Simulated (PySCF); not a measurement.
# SiH3O2 (SMILES [O][SiH2]O) at UMP2/STO-3G

What is the vertical ionisation energy of SiH3O2 at UMP2/STO-3G? The job is set up through a Python script.

The results are computed with PySCF 2.14.0.

### 1 The structure to begin with

SiH3O2 has 6 atoms, charge 0, and is taken as a doublet. As SMILES, `[O][SiH2]O`. The shape is that of a PBE0-D4/def2-TZVP optimisation. This is one conformer, not always the lowest.

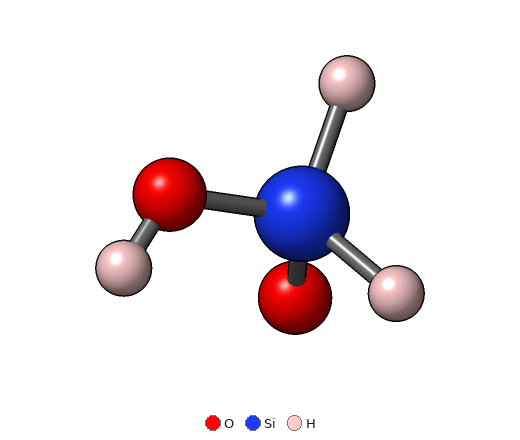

The structure, seen from a chosen angle (oxygen red, silicon blue, hydrogen pink).

### 2 The energy at UMP2/STO-3G

geometry.xyz reads:

```xyz
6

O     -1.671900    -0.490300     0.111200
Si    -0.205500     0.160400    -0.263400
O      0.949700     0.110200     0.888500
H      0.117000    -0.700300    -1.441700
H     -0.353500     1.594200    -0.594000
H      1.206400    -0.738300     1.253100
```

job.py reads:

```python
from pyscf import gto, scf, mp

mol = gto.Mole()
mol.atom = 'geometry.xyz'
mol.max_memory = 1860
mol.verbose = 3
mol.basis = 'sto-3g'
mol.spin = 1
mol.build()

mf = scf.UHF(mol)
mf.conv_tol = 1e-10
mf.kernel()
if not mf.converged:
    mf = mf.newton().run(mf.mo_coeff, mf.mo_occ)

pt = mp.MP2(mf, frozen=7).run()
energy = pt.e_tot
print('E = %.10f Eh' % energy)
```

The run is started by

```
$ OMP_NUM_THREADS=1 python job.py
```

The program printed:

```text
converged SCF energy = -435.0200764539  <S^2> = 0.75484232  2S+1 = 2.0048365
E(UMP2) = -435.103279348973  E_corr = -0.0832028950724898
E(SCS-UMP2) = -435.111265972417  E_corr = -0.0911895185169685
E = -435.1032793490 Eh
```

Wall time 0.94 s (1 thread of Arm Neoverse V1, shared host); peak memory 0.12 GiB.

### 3 The singlet cation, same level

job.py reads:

```python
from pyscf import gto, scf, mp

mol = gto.M(
    atom='''
O   -1.671900  -0.490300   0.111200
Si  -0.205500   0.160400  -0.263400
O    0.949700   0.110200   0.888500
H    0.117000  -0.700300  -1.441700
H   -0.353500   1.594200  -0.594000
H    1.206400  -0.738300   1.253100
''',
    charge=1,
    max_memory=1860,
    spin=0,
    basis='sto-3g',
    verbose=4,
)

hf = scf.RHF(mol)
hf.conv_tol = 1e-10
hf.kernel()
if not hf.converged:
    hf = hf.newton().run(hf.mo_coeff, hf.mo_occ)

pt = mp.MP2(hf, frozen=7).run()
etot = pt.e_tot
print(f'total energy: {etot:.8f} hartree')
```

The run is started by

```
$ OMP_NUM_THREADS=1 python job.py
```

The program printed:

```text
PySCF version 2.14.0

[INPUT] num. atoms = 6
[INPUT] num. electrons = 32
[INPUT] charge = 1
[INPUT] spin (= nelec alpha-beta = 2S) = 0
[INPUT] symmetry False subgroup None
[INPUT] Mole.unit = angstrom
[INPUT] Symbol           X                Y                Z      unit          X                Y                Z       unit  Magmom
[INPUT]  1 O     -1.671900000000  -0.490300000000   0.111200000000 AA   -3.159433107660  -0.926532718874   0.210137545052 Bohr   0.0
[INPUT]  2 Si    -0.205500000000   0.160400000000  -0.263400000000 AA   -0.388338718598   0.303112070380  -0.497753861210 Bohr   0.0
[INPUT]  3 O      0.949700000000   0.110200000000   0.888500000000 AA    1.794672900499   0.208247818927   1.679021661676 Bohr   0.0
[INPUT]  4 H      0.117000000000  -0.700300000000  -1.441700000000 AA    0.221097956574  -1.323375205033  -2.724418153785 Bohr   0.0
[INPUT]  5 H     -0.353500000000   1.594200000000  -0.594000000000 AA   -0.668018185034   3.012601387782  -1.122497317992 Bohr   0.0
[INPUT]  6 H      1.206400000000  -0.738300000000   1.253100000000 AA    2.279765596675  -1.395184797766   2.368015806692 Bohr   0.0

nuclear repulsion = 110.735256178513
number of shells = 14
number of NR pGTOs = 66
number of NR cGTOs = 22
basis = sto-3g
ecp = {}

******** <class 'pyscf.scf.hf.RHF'> ********
method = RHF
initial guess = minao
damping factor = 0
level_shift factor = 0
DIIS = <class 'pyscf.scf.diis.CDIIS'>
diis_start_cycle = 1
diis_space = 8
diis_damp = 0
SCF conv_tol = 1e-10
SCF conv_tol_grad = None
SCF max_cycles = 50
direct_scf = True
direct_scf_tol = 1e-13
Set gradient conv threshold to 1e-05
Initial guess from minao.
init E= -434.764446575539
  HOMO = -0.396864793842949  LUMO = -0.324826627280559  gap/eV = 1.96026
cycle= 1 E= -434.294596215753  delta_E= 0.47  |g|= 0.739  |ddm|= 2.91
  HOMO = -0.427543770506292  LUMO = -0.181852117974617  gap/eV = 6.68561
cycle= 2 E= -434.4708712723  delta_E= -0.176  |g|= 0.66  |ddm|= 1.84
  HOMO = -0.549470131721974  LUMO = -0.330501956815839  gap/eV = 5.95843
cycle= 3 E= -434.618356929415  delta_E= -0.147  |g|= 0.16  |ddm|= 0.824
  HOMO = -0.624587950625013  LUMO = -0.273217448624163  gap/eV = 9.56128
cycle= 4 E= -434.635998221228  delta_E= -0.0176  |g|= 0.0889  |ddm|= 0.35
  HOMO = -0.610630884733923  LUMO = -0.278704917724941  gap/eV = 9.03217
cycle= 5 E= -434.642073456274  delta_E= -0.00608  |g|= 0.0266  |ddm|= 0.23
  HOMO = -0.613346749057354  LUMO = -0.281712752820568  gap/eV = 9.02422
cycle= 6 E= -434.643476211236  delta_E= -0.0014  |g|= 0.0072  |ddm|= 0.173
  HOMO = -0.614323091180577  LUMO = -0.28118189214321  gap/eV = 9.06523
cycle= 7 E= -434.643560293209  delta_E= -8.41e-05  |g|= 0.00514  |ddm|= 0.0251
  HOMO = -0.614509161920896  LUMO = -0.280881517367444  gap/eV = 9.07847
cycle= 8 E= -434.643640828228  delta_E= -8.05e-05  |g|= 0.00383  |ddm|= 0.031
  HOMO = -0.614489340908779  LUMO = -0.28118623724464  gap/eV = 9.06964
cycle= 9 E= -434.643712753684  delta_E= -7.19e-05  |g|= 0.00268  |ddm|= 0.0339
  HOMO = -0.614579370540335  LUMO = -0.280974989054991  gap/eV = 9.07784
cycle= 10 E= -434.643773155469  delta_E= -6.04e-05  |g|= 0.00141  |ddm|= 0.0556
  HOMO = -0.614516455888662  LUMO = -0.281215105609635  gap/eV = 9.06959
cycle= 11 E= -434.643778734374  delta_E= -5.58e-06  |g|= 0.00121  |ddm|= 0.00822
  HOMO = -0.614522998269245  LUMO = -0.28114351706771  gap/eV = 9.07172
cycle= 12 E= -434.643781833837  delta_E= -3.1e-06  |g|= 0.00117  |ddm|= 0.00389
  HOMO = -0.614686878783082  LUMO = -0.281098577479559  gap/eV = 9.07740
cycle= 13 E= -434.643797394188  delta_E= -1.56e-05  |g|= 0.00105  |ddm|= 0.0205
  HOMO = -0.615137366369185  LUMO = -0.280455932978469  gap/eV = 9.10715
cycle= 14 E= -434.643843841642  delta_E= -4.64e-05  |g|= 0.000568  |ddm|= 0.0921
  HOMO = -0.615428244484146  LUMO = -0.280989320761049  gap/eV = 9.10055
cycle= 15 E= -434.643852244934  delta_E= -8.4e-06  |g|= 0.000296  |ddm|= 0.0386
  HOMO = -0.615608550791058  LUMO = -0.28101799761226  gap/eV = 9.10467
cycle= 16 E= -434.643854114605  delta_E= -1.87e-06  |g|= 6.73e-05  |ddm|= 0.0246
  HOMO = -0.615651096499844  LUMO = -0.281037571729251  gap/eV = 9.10530
cycle= 17 E= -434.643854154782  delta_E= -4.02e-08  |g|= 1.83e-05  |ddm|= 0.00366
  HOMO = -0.615657221006188  LUMO = -0.281078687631678  gap/eV = 9.10435
cycle= 18 E= -434.643854155283  delta_E= -5e-10  |g|= 1.06e-05  |ddm|= 0.000309
  HOMO = -0.615655991143987  LUMO = -0.281048685776065  gap/eV = 9.10513
cycle= 19 E= -434.643854155374  delta_E= -9.11e-11  |g|= 6.72e-06  |ddm|= 5.6e-05
  HOMO = -0.615657022424687  LUMO = -0.281061099569605  gap/eV = 9.10482
Extra cycle  E= -434.643854155435  delta_E= -6.17e-11  |g|= 5.05e-06  |ddm|= 1.8e-05
converged SCF energy = -434.643854155435

******** <class 'pyscf.mp.mp2.RMP2'> ********
nocc = 9, nmo = 15
frozen orbitals 7
E(RMP2) = -434.751229149852  E_corr = -0.107374994416531
E(SCS-RMP2) = -434.760186482571  E_corr = -0.11633232713595
E_corr(same-spin) = -0.0144434609583313
E_corr(oppo-spin) = -0.0929315334581997
total energy: -434.75122915 hartree
```

Wall time 0.91 s (1 thread of Arm Neoverse V1, shared host); peak memory 0.12 GiB.

### 4 What came out

At UMP2/STO-3G, 7 core orbitals frozen:

| quantity | value |
| --- | --- |
| doublet SiH3O2: total energy | -435.10328 Eh |
| doublet SiH3O2: dipole moment (Hartree–Fock density) | 0.97 D |
| doublet SiH3O2: HOMO energy (Hartree–Fock orbitals) (highest over α and β) | -9.15 eV |
| doublet SiH3O2: LUMO energy (Hartree–Fock orbitals) (lowest over α and β) | 9.16 eV |
| doublet SiH3O2: correlation energy (7 core orbitals frozen) | -83.2 mEh |
| doublet SiH3O2: ⟨S²⟩ of the reference determinant | 0.755 |
| singlet cation: total energy | -434.75123 Eh |
| singlet cation: HOMO energy (Hartree–Fock orbitals) | -16.75 eV |
| singlet cation: LUMO energy (Hartree–Fock orbitals) | -7.65 eV |
| singlet cation: HOMO–LUMO gap (Hartree–Fock orbitals) | 9.10 eV |
| singlet cation: correlation energy (7 core orbitals frozen) | -107.4 mEh |
| vertical ionisation energy (to the singlet cation) | 9.580 eV |

Removing an electron at fixed nuclei costs 9.58 eV (924 kJ/mol). Only the singlet of the ionised species was computed; a triplet could lie lower. In a minimal basis such a difference can be off by several eV, whatever the method. Mulliken charges (doublet SiH3O2) of the mean-field density run from -0.51 on O3 to +0.98 on Si2; they depend strongly on the basis. Mulliken charges (singlet cation) of the mean-field density run from -0.44 on O3 to +1.01 on Si2; they depend strongly on the basis.
